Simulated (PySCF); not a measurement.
C3H8OS, SMILES `OCCCS`.

Level of theory: B3LYP/def2-SVP (PySCF), at a geometry from GFN2-xTB. No frequency check shows the geometry to be a minimum. GFN2-xTB bond lengths at metals and heavier atoms can be off by up to 0.1 Å and shapes distorted, which carries into these values. Without diffuse functions Rydberg states are missing, so the states' numbers hold for this basis only.

Geometry (Å), atoms numbered from 1:

```
O1       2.3277    0.7519    0.2445
C2       1.8949   -0.5195   -0.1852
C3       0.4430   -0.7132    0.2458
C4      -0.4645    0.2968   -0.4365
S5      -2.1949    0.1595    0.1241
H6       3.2491    0.8752   -0.0032
H7       2.5132   -1.3098    0.2643
H8       1.9707   -0.6015   -1.2801
H9       0.1337   -1.7311   -0.0023
H10      0.3784   -0.5810    1.3267
H11     -0.1583    1.3093   -0.1787
H12     -0.4500    0.1808   -1.5208
H13     -2.3812   -1.0927   -0.2921
```

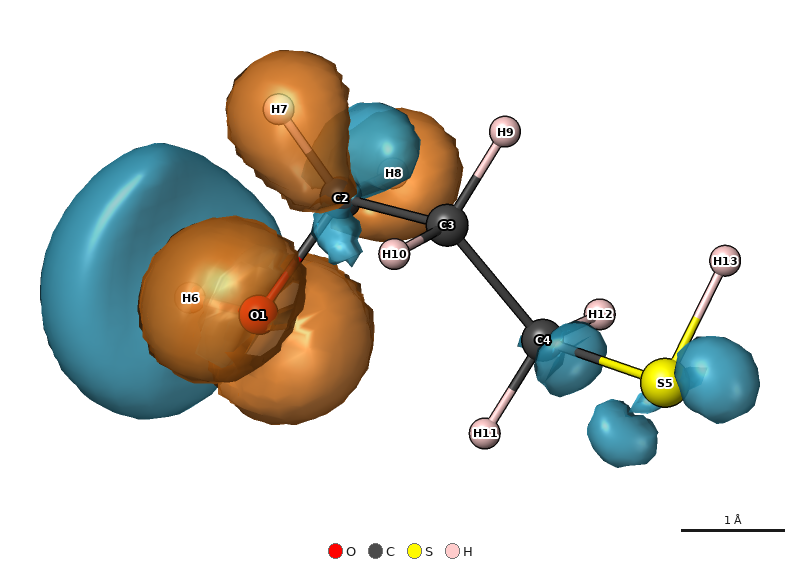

Unrelaxed difference density of S₃ less the ground state (TDA singlet states), ±0.02 e/Å³; light blue: gain, orange: loss.

> How does the charge move on excitation?

0.81 e is displaced in all, of which about 0.5 e passes between atoms: O1 (0.52 e) loses electrons and H6 (0.30 e) and S5 (0.06 e) gain them. The state: 7.20 eV (172 nm), f = 0.004, partly diffuse acceptor orbital, which a basis without diffuse functions describes poorly; the leading pair carries 99 %; hole on O1 (66 %), C2 (12 %) and H7 and H8 (7 % each), electron on H6 (34 %), O1 (14 %) and C2 (10 %) (atom shares of so diffuse an orbital are rough); their centroids lie 0.3 Å apart.
